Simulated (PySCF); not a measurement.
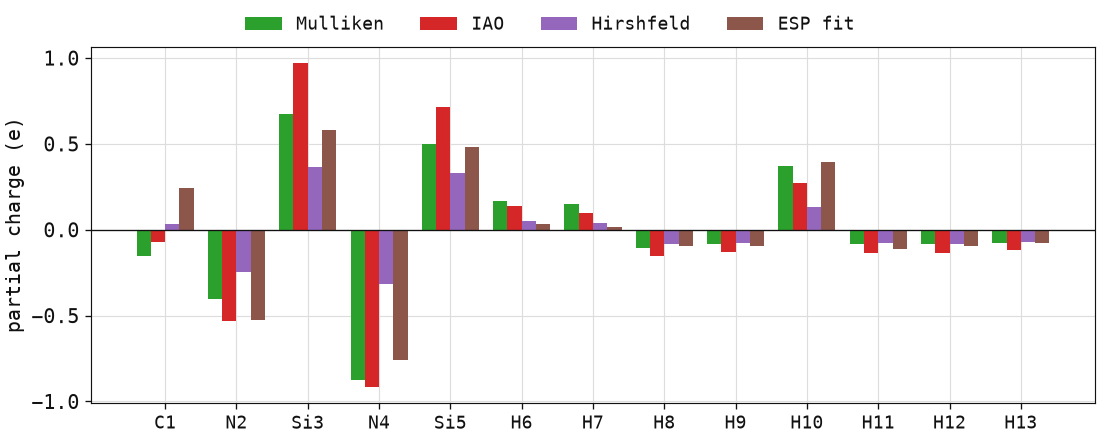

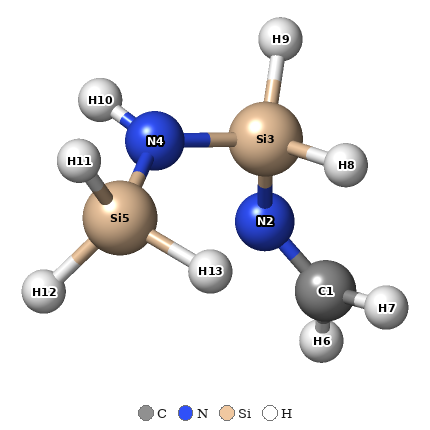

Atomic charges of CH₈N₂Si₂, SMILES C=N[SiH2]N[SiH3] by 4 schemes, PBE0/6-31G(d) in PySCF 2.14.0, at a PBE0-D3(BJ)/def2-SVP geometry (no frequency check).

Q: Which atom is the most negative in each scheme?

A: Mulliken: N4 (−0.88 e); IAO: N4 (−0.92 e); Hirshfeld: N4 (−0.32 e); ESP fit: N4 (−0.76 e).

Q: Which scheme gives the smallest charges overall?

A: Hirshfeld: mean absolute charge Hirshfeld 0.15, ESP fit 0.27, Mulliken 0.29, IAO 0.34 e.

Caveats: one conformer of a flexible molecule.
